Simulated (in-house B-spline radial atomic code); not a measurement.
The neon ion Ne²⁺ in the configuration [He] 2s2 2p4 (high spin). All runs are non-relativistic, spin-polarised and spherical, computed with an in-house B-spline radial code. Hartree-Fock is the average over the configuration. Wanted, and plotted below: the eigenvalue (eV) of the 2p up orbital by 6 methods.

The deepest is Hartree-Fock (−70.1) and the shallowest AM05 (−56.7), a spread of 13.4 eV. In order (eV): Hartree-Fock (−70.1), SCAN (−58.2), r2SCAN (−58.2), LDA (VWN5) (−56.9), RPBE (−56.8), AM05 (−56.7). On the whole, exact exchange removes self-interaction and deepens occupied levels.

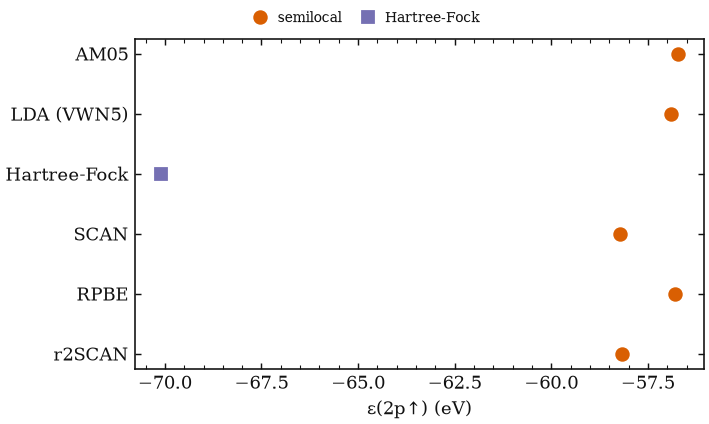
